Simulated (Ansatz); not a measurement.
# C5H7F: rotation by 180° about the C2–C3 bond, part 2 of 2

How high is the barrier for the rotation by 180° about the C2–C3 bond? Relax the two ends, then run a nudged elastic band between them. SMILES of the start: C=CC(=C)CF.

Ansatz 0.2.0; RKS B3LYP-D4/6-31G. Earlier steps stand in the parts before.

### 5 Nudged elastic band

crystal.atoms is end A as relaxed above, and neb.final_atoms is end B, turned to lie on A. With 7 inner images the band has 9 in all.

input.yaml reads:

```yaml
crystal:
  periodic: [false, false, false]
  atoms:
    - { symbol: C, position_ang: [1.48168, 0.344421, -1.349393] }
    - { symbol: C, position_ang: [0.314237, 0.77693, -0.841142] }
    - { symbol: C, position_ang: [-0.45545, 0.131867, 0.22788] }
    - { symbol: C, position_ang: [-1.617212, 0.643849, 0.671552] }
    - { symbol: C, position_ang: [0.110181, -1.1366, 0.814585] }
    - { symbol: F, position_ang: [-0.748492, -1.654127, 1.844235] }
    - { symbol: H, position_ang: [1.984412, 0.886285, -2.142927] }
    - { symbol: H, position_ang: [1.981467, -0.55549, -1.002794] }
    - { symbol: H, position_ang: [-0.128427, 1.688554, -1.2385] }
    - { symbol: H, position_ang: [-2.025279, 1.556961, 0.249871] }
    - { symbol: H, position_ang: [-2.178192, 0.160809, 1.460874] }
    - { symbol: H, position_ang: [1.09204, -0.960854, 1.268735] }
    - { symbol: H, position_ang: [0.209435, -1.917304, 0.051822] }
basis:
  gaussian: { orbitals: "6-31G" }
hamiltonian:
  xc: b3lyp
  dispersion: d4
neb:
  order_check: false
  images: 7
  f_tol: 0.05
  max_iterations: 29
  initial_path: idpp
  final_atoms:
    - { symbol: C, position_ang: [0.81299558, 0.93087141, -1.75645262] }
    - { symbol: C, position_ang: [0.91281057, 0.39553242, -0.53002745] }
    - { symbol: C, position_ang: [-0.21902841, -0.05696323, 0.30275134] }
    - { symbol: C, position_ang: [-1.443608, 0.49267016, 0.28109666] }
    - { symbol: C, position_ang: [0.10727351, -1.21013181, 1.21944045] }
    - { symbol: F, position_ang: [-1.00020798, -1.52426965, 2.07833629] }
    - { symbol: H, position_ang: [1.68855827, 1.26362371, -2.30413681] }
    - { symbol: H, position_ang: [-0.14572711, 1.04595663, -2.25456405] }
    - { symbol: H, position_ang: [1.90535791, 0.26033271, -0.09681384] }
    - { symbol: H, position_ang: [-1.66644027, 1.35098917, -0.34311681] }
    - { symbol: H, position_ang: [-2.23798736, 0.10434709, 0.90595569] }
    - { symbol: H, position_ang: [0.96382504, -0.96993619, 1.86214922] }
    - { symbol: H, position_ang: [0.34257825, -2.11772142, 0.65017994] }
```

Started as:

```sh
> ansatz run input.yaml --threads 1 --pin off --max-ram 2048MiB --backend cpu --events-out ev --progress --plain --runs-dir out
```

What it wrote (excerpt; [...] marks lines left out):

```text
Warning: RAYON_NUM_THREADS=1 ignored (pool sized by the plan → 1); use --threads N
[...]
Functional definition: B3LYP
[...]
1016 factors; integrals over basis functions are off by at most 1.9e-4 eV
[...]
mean field -8013.01660591 eV, -294.4729288495 hartree, gradient 7.1e-5 eV, S^2 0.000000; 0 other end points of the search recorded, 0 dependent functions left out
[...]
reference -8013.01680486 eV, -294.4729361608 hartree; 23, 23 occupied and 45, 45 virtual orbitals, 1016 factors
1016 factors; integrals over basis functions are off by at most 2.1e-4 eV
[...]
mean field -8012.90025385 eV, -294.4686529903 hartree, gradient 6.5e-5 eV, S^2 0.000000; 0 other end points of the search recorded, 0 dependent functions left out
[...]
reference -8012.90045244 eV, -294.4686602881 hartree; 23, 23 occupied and 45, 45 virtual orbitals, 1016 factors
[...]
Atom 3 at    -1.693099     0.265851     0.346555 Å, force     0.000020     0.008358     0.002499 eV/Å
Atom 4 at     0.368850    -0.794964     1.260173 Å, force    -0.002784    -0.006082    -0.004644 eV/Å
Atom 5 at    -0.528367    -1.383383     2.216934 Å, force    -0.000949    -0.000815    -0.003044 eV/Å
Atom 6 at     1.662482     0.803597    -2.453921 Å, force     0.000668    -0.002945    -0.002127 eV/Å
Atom 7 at     0.742219    -0.753606    -2.075613 Å, force    -0.001812    -0.001707     0.001899 eV/Å
Atom 8 at     0.809670     1.839399    -0.409174 Å, force     0.001684     0.000918    -0.005508 eV/Å
Atom 9 at    -2.208248     0.919887    -0.348733 Å, force    -0.001305    -0.000212     0.000941 eV/Å
Atom 10 at    -2.290148    -0.261992     1.080873 Å, force    -0.000127    -0.000169     0.000948 eV/Å
Atom 11 at     1.134860    -0.245005     1.820388 Å, force    -0.002474     0.002124     0.005357 eV/Å
Atom 12 at     0.857432    -1.614858     0.719544 Å, force     0.003918     0.003779     0.001760 eV/Å
Dipole moment:     0.289975     0.190297    -0.304629 e Å
this run last wrote the band of iteration 7 to <dir>
```

Wall time 4.3 min (1 thread of Intel Xeon Platinum 8259CL at 2.50GHz (Skylake/Cascade Lake), shared host); peak memory 0.24 GiB.

### 6 What the band shows

The 7 inner images lie between the fixed ends 0 and 8. Energy is taken from image 0, and the path length is the program's own coordinate along the band.

| image | path (Å) | energy (eV) | dihedral C1–C2–C3–C5 (°) | band force (eV/Å) |
| --- | --- | --- | --- | --- |
| 0 | 0.000 | 0.0000 | 0 | - |
| 1 | 0.735 | 0.0427 | 20 | 0.024 |
| 2 | 1.470 | 0.1361 | 41 | 0.031 |
| 3 | 2.206 | 0.2225 | 61 | 0.027 |
| 4* | 2.941 | 0.2582 | 81 | 0.020 |
| 5 | 3.560 | 0.2380 | 98 | 0.012 |
| 6 | 4.179 | 0.1876 | 115 | 0.007 |
| 7 | 4.798 | 0.1386 | 132 | 0.003 |
| 8 | 5.417 | 0.1206 | 149 | - |

The star marks the climbing image.

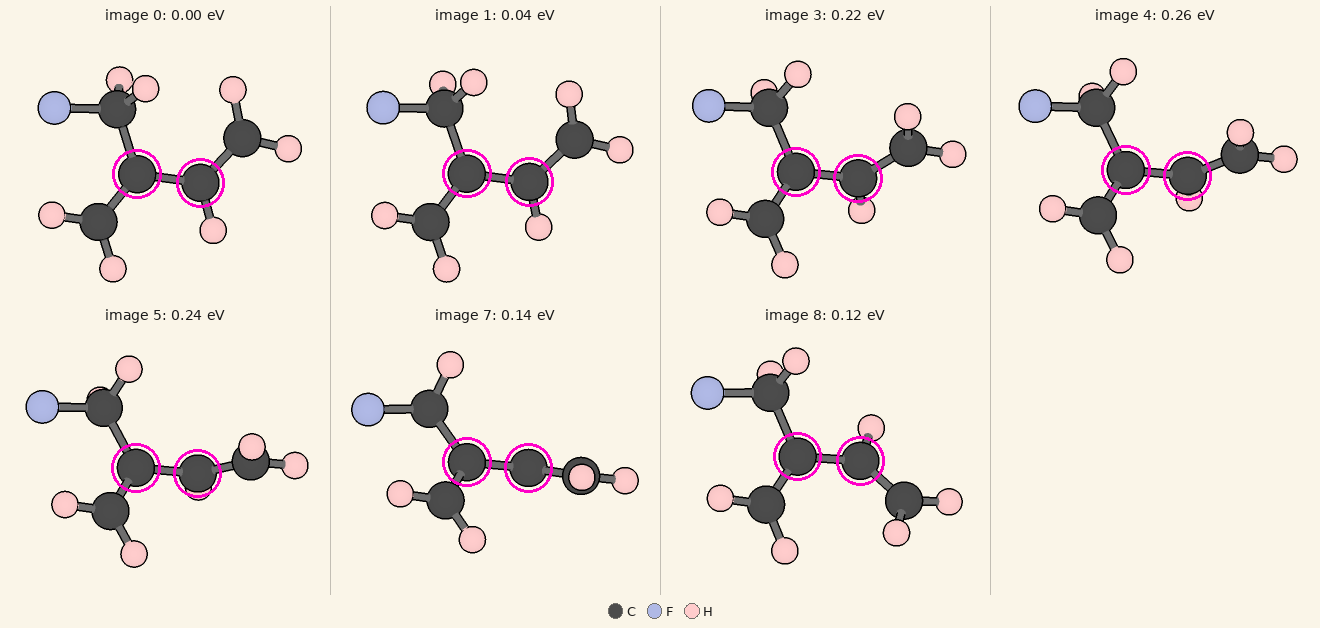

The images of the last band, seen from a chosen angle. Ringed: C2, C3. Sticks join atoms closer than a bonding distance in each image.

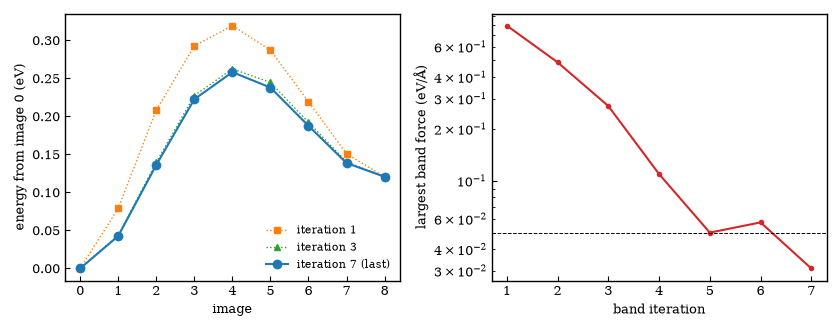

Left: energy of each image for early iterations and the last one (lines only join the points; early values far above the last band run off the scale). Right: the largest band force by iteration, with the threshold dashed.

The top of the band by iteration:

| iteration | highest image above image 0 (eV) | largest band force (eV/Å) |
| --- | --- | --- |
| 1 | 0.3194 | 0.796 |
| 2 | 0.2776 | 0.488 |
| 3 | 0.2625 | 0.272 |
| 4 | 0.2589 | 0.109 |
| 5 | 0.2586 | 0.050 |
| 6 | 0.2584 | 0.057 |
| 7 | 0.2582 | 0.031 |

Positions of all images (Å):

```xyz
13
image=0 dE=0.0000
C     1.482    0.344   -1.349
C     0.314    0.777   -0.841
C    -0.455    0.132    0.228
C    -1.617    0.644    0.672
C     0.110   -1.137    0.815
F    -0.748   -1.654    1.844
H     1.984    0.886   -2.143
H     1.981   -0.555   -1.003
H    -0.128    1.689   -1.238
H    -2.025    1.557    0.250
H    -2.178    0.161    1.461
H     1.092   -0.961    1.269
H     0.209   -1.917    0.052
13
image=1 dE=0.0427
C     1.401    0.281   -1.455
C     0.363    0.812   -0.787
C    -0.438    0.140    0.248
C    -1.661    0.579    0.591
C     0.181   -1.056    0.928
F    -0.722   -1.621    1.893
H     1.931    0.847   -2.213
H     1.742   -0.738   -1.300
H     0.053    1.830   -1.017
H    -2.100    1.445    0.108
H    -2.250    0.066    1.341
H     1.093   -0.769    1.462
H     0.427   -1.851    0.215
13
image=2 dE=0.1361
C     1.291    0.238   -1.566
C     0.417    0.832   -0.738
C    -0.419    0.140    0.269
C    -1.690    0.496    0.512
C     0.248   -0.971    1.040
F    -0.668   -1.577    1.967
H     1.862    0.812   -2.288
H     1.435   -0.838   -1.590
H     0.282    1.910   -0.798
H    -2.161    1.304   -0.039
H    -2.287   -0.032    1.243
H     1.092   -0.582    1.621
H     0.616   -1.767    0.383
13
image=3 dE=0.2225
C     1.154    0.227   -1.678
C     0.473    0.835   -0.697
C    -0.396    0.133    0.288
C    -1.702    0.393    0.430
C     0.313   -0.882    1.150
F    -0.594   -1.497    2.080
H     1.775    0.788   -2.369
H     1.087   -0.844   -1.850
H     0.546    1.917   -0.588
H    -2.201    1.126   -0.194
H    -2.299   -0.140    1.161
H     1.110   -0.408    1.735
H     0.756   -1.683    0.547
13
image=4 dE=0.2582
C     1.004    0.260   -1.783
C     0.526    0.818   -0.664
C    -0.365    0.113    0.305
C    -1.693    0.266    0.347
C     0.369   -0.795    1.260
F    -0.528   -1.383    2.217
H     1.662    0.804   -2.454
H     0.742   -0.754   -2.076
H     0.810    1.839   -0.409
H    -2.208    0.920   -0.349
H    -2.290   -0.262    1.081
H     1.135   -0.245    1.820
H     0.857   -1.615    0.720
13
image=5 dE=0.2380
C     0.869    0.316   -1.865
C     0.562    0.785   -0.650
C    -0.329    0.083    0.316
C    -1.666    0.140    0.282
C     0.415   -0.719    1.354
F    -0.482   -1.282    2.326
H     1.536    0.854   -2.532
H     0.466   -0.624   -2.232
H     1.005    1.722   -0.308
H    -2.186    0.724   -0.469
H    -2.262   -0.384    1.020
H     1.141   -0.099    1.892
H     0.952   -1.551    0.882
13
image=6 dE=0.1876
C     0.738    0.396   -1.928
C     0.598    0.743   -0.642
C    -0.288    0.044    0.322
C    -1.623    0.004    0.220
C     0.451   -0.648    1.439
F    -0.455   -1.191    2.412
H     1.402    0.935   -2.596
H     0.202   -0.451   -2.348
H     1.186    1.573   -0.245
H    -2.141    0.520   -0.581
H    -2.220   -0.522    0.955
H     1.125    0.044    1.960
H     1.046   -1.482    1.046
13
image=7 dE=0.1386
C     0.619    0.491   -1.971
C     0.636    0.688   -0.645
C    -0.244   -0.007    0.319
C    -1.570   -0.134    0.164
C     0.475   -0.581    1.513
F    -0.448   -1.119    2.473
H     1.277    1.039   -2.638
H    -0.046   -0.237   -2.427
H     1.356    1.390   -0.221
H    -2.082    0.313   -0.681
H    -2.168   -0.663    0.896
H     1.074    0.185    2.022
H     1.141   -1.399    1.211
13
image=8 dE=0.1206
C     0.331    1.009   -1.866
C     0.723    0.545   -0.670
C    -0.154   -0.088    0.334
C    -1.451    0.215    0.507
C     0.530   -1.125    1.191
F    -0.348   -1.617    2.216
H     1.028    1.485   -2.548
H    -0.697    0.921   -2.205
H     1.778    0.618   -0.400
H    -1.931    0.993   -0.077
H    -2.047   -0.297    1.251
H     1.412   -0.703    1.688
H     0.846   -1.989    0.594
```

### 7 Frequencies at the highest image

The geometry is the highest inner image of the first converged band.

input.yaml reads:

```yaml
crystal:
  periodic: [false, false, false]
  atoms:
    - { symbol: C, position_ang: [1.004156, 0.259951, -1.783097] }
    - { symbol: C, position_ang: [0.525514, 0.817581, -0.664155] }
    - { symbol: C, position_ang: [-0.364921, 0.112842, 0.305023] }
    - { symbol: C, position_ang: [-1.693099, 0.265851, 0.346555] }
    - { symbol: C, position_ang: [0.36885, -0.794964, 1.260173] }
    - { symbol: F, position_ang: [-0.528367, -1.383383, 2.216934] }
    - { symbol: H, position_ang: [1.662482, 0.803597, -2.453921] }
    - { symbol: H, position_ang: [0.742219, -0.753606, -2.075613] }
    - { symbol: H, position_ang: [0.80967, 1.839399, -0.409174] }
    - { symbol: H, position_ang: [-2.208248, 0.919887, -0.348733] }
    - { symbol: H, position_ang: [-2.290148, -0.261992, 1.080873] }
    - { symbol: H, position_ang: [1.13486, -0.245005, 1.820388] }
    - { symbol: H, position_ang: [0.857432, -1.614858, 0.719544] }
basis:
  gaussian: { orbitals: "6-31G" }
hamiltonian:
  xc: b3lyp
  dispersion: d4
phonons: {}
```

Started as:

```sh
> ansatz run input.yaml --threads 1 --pin off --max-ram 2048MiB --backend cpu --events-out ev --progress --plain --runs-dir out
```

What it wrote (excerpt; [...] marks lines left out):

```text
Warning: RAYON_NUM_THREADS=1 ignored (pool sized by the plan → 1); use --threads N
[...]
[... 1 set-up line as earlier in the session ...]
[...]
1016 factors; integrals over basis functions are off by at most 2.0e-4 eV
[...]
mean field -8012.76306097 eV, -294.4636112449 hartree, gradient 4.6e-5 eV, S^2 0.000000; 0 other end points of the search recorded, 0 dependent functions left out
[...]
reference -8012.76326131 eV, -294.4636186071 hartree; 23, 23 occupied and 45, 45 virtual orbitals, 1016 factors
[...]
1016 factors; integrals over basis functions are off by at most 2.0e-4 eV
[...]
mean field -8012.76302595 eV, -294.4636099577 hartree, gradient 1.6e-6 eV, S^2 0.000000; 0 other end points of the search recorded, 0 dependent functions left out
[...]
reference -8012.76322629 eV, -294.4636173201 hartree; 23, 23 occupied and 45, 45 virtual orbitals, 1016 factors
[...]
1016 factors; integrals over basis functions are off by at most 2.0e-4 eV
[...]
WARN: phonons: modes at or below zero, which the zero-point energy, F, S and C_V leave out: 1, the lowest at -117.10 cm⁻¹. A minimum has none, and a first-order saddle one
[...]
Atom 5 at    -0.528367    -1.383383     2.216934 Å, force    -0.001004    -0.000850    -0.003065 eV/Å
Atom 6 at     1.662482     0.803597    -2.453921 Å, force     0.000690    -0.002945    -0.002144 eV/Å
Atom 7 at     0.742219    -0.753606    -2.075613 Å, force    -0.001787    -0.001667     0.001901 eV/Å
Atom 8 at     0.809670     1.839399    -0.409174 Å, force     0.001632     0.000902    -0.005553 eV/Å
Atom 9 at    -2.208248     0.919887    -0.348733 Å, force    -0.001276    -0.000227     0.000944 eV/Å
Atom 10 at    -2.290148    -0.261992     1.080873 Å, force    -0.000048    -0.000144     0.000920 eV/Å
Atom 11 at     1.134860    -0.245005     1.820388 Å, force    -0.002497     0.002176     0.005343 eV/Å
Atom 12 at     0.857432    -1.614858     0.719544 Å, force     0.003898     0.003829     0.001720 eV/Å
Dipole moment:     0.289970     0.190296    -0.304625 e Å
Vibrations: -117.10 105.91 229.29 286.33 328.39 475.70 576.23 688.06 760.62 853.99 960.73 978.56 994.62 1022.39 1036.32 1052.32 1115.28 1235.71 1276.96 1350.53 1413.95 1465.37 1496.46 1537.51 1701.45 1745.47 3046.36 3092.18 3144.23 3165.23 3184.46 3251.78 3279.47 cm⁻¹, zero-point energy 2.904445 eV
```

It took 5 min on 1 thread of Intel Xeon Platinum 8259CL at 2.50GHz (Skylake/Cascade Lake), shared host; peak memory 0.24 GiB.

Of 33 modes, 1 is imaginary by more than 30 cm⁻¹ (117i cm⁻¹).

### 8 The band again, with other settings

crystal.atoms is end A as relaxed above, and neb.final_atoms is end B, turned to lie on A. With 7 inner images the band has 9 in all.

input.yaml reads:

```yaml
crystal:
  periodic: [false, false, false]
  atoms:
    - { symbol: C, position_ang: [1.48168, 0.344421, -1.349393] }
    - { symbol: C, position_ang: [0.314237, 0.77693, -0.841142] }
    - { symbol: C, position_ang: [-0.45545, 0.131867, 0.22788] }
    - { symbol: C, position_ang: [-1.617212, 0.643849, 0.671552] }
    - { symbol: C, position_ang: [0.110181, -1.1366, 0.814585] }
    - { symbol: F, position_ang: [-0.748492, -1.654127, 1.844235] }
    - { symbol: H, position_ang: [1.984412, 0.886285, -2.142927] }
    - { symbol: H, position_ang: [1.981467, -0.55549, -1.002794] }
    - { symbol: H, position_ang: [-0.128427, 1.688554, -1.2385] }
    - { symbol: H, position_ang: [-2.025279, 1.556961, 0.249871] }
    - { symbol: H, position_ang: [-2.178192, 0.160809, 1.460874] }
    - { symbol: H, position_ang: [1.09204, -0.960854, 1.268735] }
    - { symbol: H, position_ang: [0.209435, -1.917304, 0.051822] }
basis:
  gaussian: { orbitals: "6-31G" }
hamiltonian:
  xc: b3lyp
  dispersion: d4
neb:
  order_check: false
  images: 7
  f_tol: 0.05
  max_iterations: 32
  initial_path: idpp
  optimiser: fire
  climbing: immediate
  final_atoms:
    - { symbol: C, position_ang: [0.81299558, 0.93087141, -1.75645262] }
    - { symbol: C, position_ang: [0.91281057, 0.39553242, -0.53002745] }
    - { symbol: C, position_ang: [-0.21902841, -0.05696323, 0.30275134] }
    - { symbol: C, position_ang: [-1.443608, 0.49267016, 0.28109666] }
    - { symbol: C, position_ang: [0.10727351, -1.21013181, 1.21944045] }
    - { symbol: F, position_ang: [-1.00020798, -1.52426965, 2.07833629] }
    - { symbol: H, position_ang: [1.68855827, 1.26362371, -2.30413681] }
    - { symbol: H, position_ang: [-0.14572711, 1.04595663, -2.25456405] }
    - { symbol: H, position_ang: [1.90535791, 0.26033271, -0.09681384] }
    - { symbol: H, position_ang: [-1.66644027, 1.35098917, -0.34311681] }
    - { symbol: H, position_ang: [-2.23798736, 0.10434709, 0.90595569] }
    - { symbol: H, position_ang: [0.96382504, -0.96993619, 1.86214922] }
    - { symbol: H, position_ang: [0.34257825, -2.11772142, 0.65017994] }
```

Started as:

```sh
> ansatz run input.yaml --threads 1 --pin off --max-ram 2048MiB --backend cpu --events-out ev --progress --plain --runs-dir out
```

What it wrote (excerpt; [...] marks lines left out):

```text
Warning: RAYON_NUM_THREADS=1 ignored (pool sized by the plan → 1); use --threads N
[...]
[... 1 set-up line as earlier in the session ...]
[...]
1016 factors; integrals over basis functions are off by at most 1.9e-4 eV
[...]
mean field -8013.01660591 eV, -294.4729288495 hartree, gradient 7.1e-5 eV, S^2 0.000000; 0 other end points of the search recorded, 0 dependent functions left out
[...]
reference -8013.01680486 eV, -294.4729361608 hartree; 23, 23 occupied and 45, 45 virtual orbitals, 1016 factors
1016 factors; integrals over basis functions are off by at most 2.1e-4 eV
[...]
mean field -8012.90025385 eV, -294.4686529903 hartree, gradient 6.5e-5 eV, S^2 0.000000; 0 other end points of the search recorded, 0 dependent functions left out
[...]
reference -8012.90045244 eV, -294.4686602881 hartree; 23, 23 occupied and 45, 45 virtual orbitals, 1016 factors
[...]
Atom 3 at    -1.687318     0.280550     0.369091 Å, force     0.001685     0.003952    -0.001943 eV/Å
Atom 4 at     0.358546    -0.826127     1.253694 Å, force     0.004601     0.007728    -0.015231 eV/Å
Atom 5 at    -0.538989    -1.343376     2.252628 Å, force     0.004000    -0.003857    -0.023339 eV/Å
Atom 6 at     1.656645     0.860303    -2.459443 Å, force     0.013036    -0.027769     0.020105 eV/Å
Atom 7 at     0.885103    -0.769860    -2.066249 Å, force    -0.016634    -0.019857     0.029794 eV/Å
Atom 8 at     0.690199     1.860312    -0.472471 Å, force    -0.001264     0.007335     0.008378 eV/Å
Atom 9 at    -2.195534     0.948084    -0.318347 Å, force    -0.022117     0.006871     0.008640 eV/Å
Atom 10 at    -2.285098    -0.226608     1.116898 Å, force     0.002904    -0.009774    -0.004929 eV/Å
Atom 11 at     1.161348    -0.294926     1.778759 Å, force     0.005819     0.000039    -0.010494 eV/Å
Atom 12 at     0.792462    -1.689044     0.734373 Å, force     0.021329     0.030713    -0.041120 eV/Å
Dipole moment:     0.284690     0.174882    -0.314506 e Å
this run last wrote the band of iteration 31 to <dir>
```

Run time: 19 min. Hardware: 1 thread of Intel Xeon Platinum 8259CL at 2.50GHz (Skylake/Cascade Lake), shared host; peak memory 0.24 GiB.

### 9 What the band shows

Images 0 and 8 are the ends. Energies count from image 0; the path length is the program's own measure over all atoms.

| image | path (Å) | energy (eV) | dihedral C1–C2–C3–C5 (°) | band force (eV/Å) |
| --- | --- | --- | --- | --- |
| 0 | 0.000 | 0.0000 | 0 | - |
| 1 | 0.670 | 0.0398 | 19 | 0.027 |
| 2 | 1.342 | 0.1305 | 38 | 0.041 |
| 3 | 2.017 | 0.2188 | 57 | 0.042 |
| 4* | 2.696 | 0.2633 | 77 | 0.039 |
| 5 | 3.353 | 0.2507 | 95 | 0.031 |
| 6 | 4.015 | 0.1980 | 113 | 0.019 |
| 7 | 4.680 | 0.1421 | 131 | 0.011 |
| 8 | 5.346 | 0.1206 | 149 | - |

The star marks the climbing image.

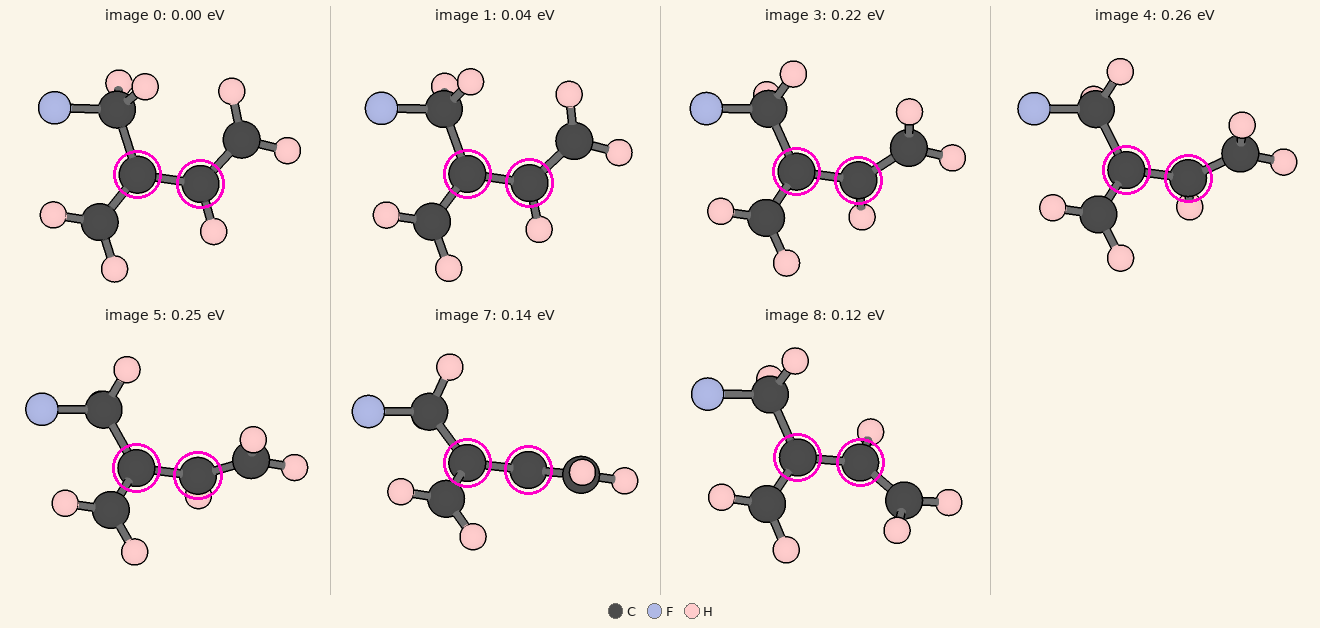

The images of the last band, seen from a chosen angle. Ringed: C2, C3. Sticks join atoms closer than a bonding distance in each image.

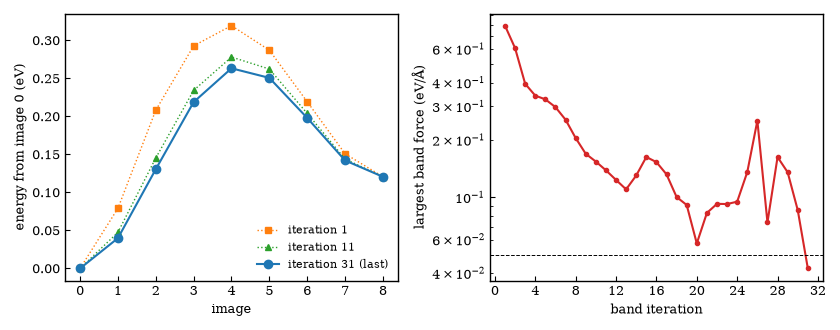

Left: energy of each image for early iterations and the last one (lines only join the points; early values far above the last band run off the scale). Right: the largest band force by iteration, with the threshold dashed.

### 10 Outcome

The summary covers parts 1 to 2.

| quantity | value |
| --- | --- |
| end A | 7 moves, 0.680 eV lower |
| end B | 18 moves, 0.753 eV lower |
| first band: barrier forwards | 0.26 eV |
| first band: barrier backwards | 0.14 eV |
| first band: second end relative to first | +0.121 eV |
| first band: highest image | 4 of 0 to 8, climbing |
| first band: band iterations | 7 |
| imaginary modes at the top | 117i cm⁻¹ |
| second band | top 0.263 eV above image 0, 31 iterations, 7 inner images |
| time, first and second band | 4.3 min and 19 min |

In words: In the first band: the top lies 0.26 eV above the first end, or 10 kT at room temperature; with a typical attempt rate of 10^13 per second that is roughly 10^9 events a second. Going back costs 0.14 eV, since the second end is 0.12 eV above the first. The listed dihedral goes from 0° at end A through 81° at the highest image to 149° at end B; the relaxed ends differ by 149° in it rather than the 180° set up, and other torsions can move along the band as well. One imaginary mode, as a first-order saddle point has. The second band's top lies 5 meV above the first's, so the changed settings hardly move the height. Zero-point energy and entropy are left out. In so small a basis the energies are only a sketch.
